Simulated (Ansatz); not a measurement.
**In2Pt, thickness series**

The reference is In2Pt (space group Fm-3m, No. 225).

```
In2Pt
1.0
    0.00000     3.18610     3.18610
    3.18610     0.00000     3.18610
    3.18610     3.18610     0.00000
In Pt
2 1
Direct
  0.25000   0.25000   0.25000
  0.75000   0.75000   0.75000
  0.00000   0.00000   0.00000
```

Cartesian axes are those of the cell as printed.

Free-standing slabs (3 atom(s) a layer) normal to [111] with 15 Å of vacuum; in-plane cell held at bulk.

The values are results of PBEsol/PAW in Ansatz (an electronic-structure program), no SOC, not measurements.

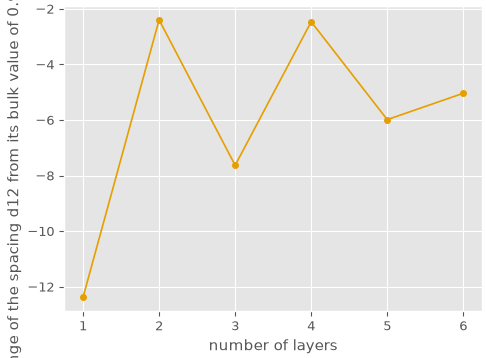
Fig. 1. Change of the spacing d12 from its bulk value of 0.920 Å against number of layers

From the plot, what is the change of the spacing d12 from its bulk value of 0.920 Å for 3 layers?

About -7.6 %.

Is the trend monotonic over the range shown?

No, it turns within the range, spanning -12.4 % to -2.4 %.

Stability against distortions was not tested. All final runs are without spin polarisation.
